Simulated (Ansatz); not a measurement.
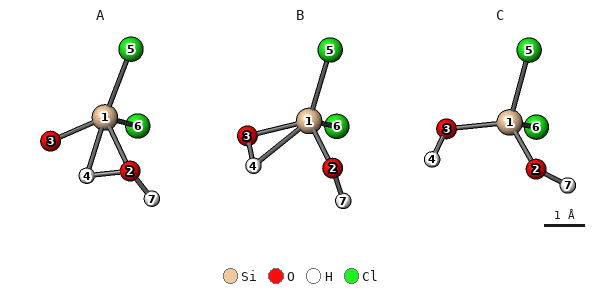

3 geometries from a converged minimum-energy path of SiH$_{2}$O$_{2}$Cl$_{2}$, shuffled. Style: ball-and-stick. Shown from a free direction.

The calculation used RHF/def2-SVP in Ansatz. Run with 7 movable images; climbing image; force threshold 0.05 eV/Å; iteration limit 60; starting path through a guess of the saddle point.

**One of them is the converged climbing image. Which?**

A. In order along the path, whose images run from 0 to 8: C (image 1, +1.4 kJ/mol), B (image 4, +47.7 kJ/mol), A (image 6, +281.5 kJ/mol). A hydrogen atom shifts from one atom to another. Breaking: O3–H4 (0.95 → 1.42 at the top → 2.49 Å). Forming: O2–H4 (2.68 → 1.11 at the top → 0.96 Å).

The run took 74 s on 2 threads of Intel(R) Xeon(R) Platinum 8488C (Sapphire Rapids) (shared host), peak memory 0.2 GiB.
